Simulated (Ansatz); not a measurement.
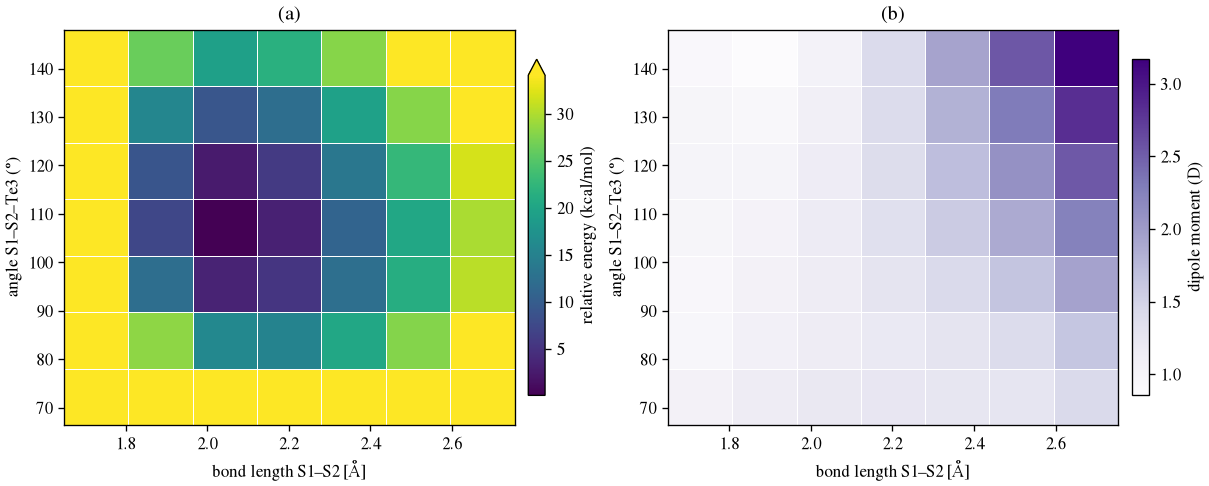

H2S2Te, SMILES SS[TeH]. 
- Coordinates scanned: (1) bond length S1–S2; (2) angle S1–S2–Te3.
- Nothing is relaxed (all other coordinates rigid).
- The grid has 7 × 7 points.
- Energies are in kcal/mol, from the relaxed molecule at the same level.
- The restricted reference is unstable at some or all points, so the energies there are unreliable.
- The calculation used RHF-MP2, frozen core/def2-TZVP (Ansatz 0.2.0).

Panel (a) is the energy and panel (b) the computed dipole moment on the same grid.

Drawn: one coloured cell a grid point, one colour for all values above the top of the scale.

How does the dipole moment vary over the map, and what is it at the lowest grid point?

Answer. Leaving out the highest fifth of the energies, it runs from 0.85 D at bond length S1–S2 = 1.886 Å, angle S1–S2–Te3 = 142.2° to 2.83 D at bond length S1–S2 = 2.675 Å, angle S1–S2–Te3 = 130.5°. At the lowest grid point, bond length S1–S2 = 2.044 Å, angle S1–S2–Te3 = 107.2°, it is 1.17 D.

```csv
"angle S1–S2–Te3 ↓, bond length S1–S2 →",1.728,1.886,2.044,2.201,2.359,2.517,2.675
142.2,0.93,0.85,1.05,1.42,1.93,2.54,3.17
130.5,0.99,0.95,1.11,1.41,1.82,2.31,2.83
118.8,1.00,1.01,1.16,1.39,1.71,2.10,2.54
107.2,0.99,1.04,1.17,1.35,1.58,1.88,2.25
95.5,0.96,1.05,1.17,1.28,1.43,1.64,1.95
83.8,0.97,1.08,1.16,1.22,1.28,1.40,1.64
72.2,1.05,1.16,1.22,1.25,1.26,1.27,1.43
```
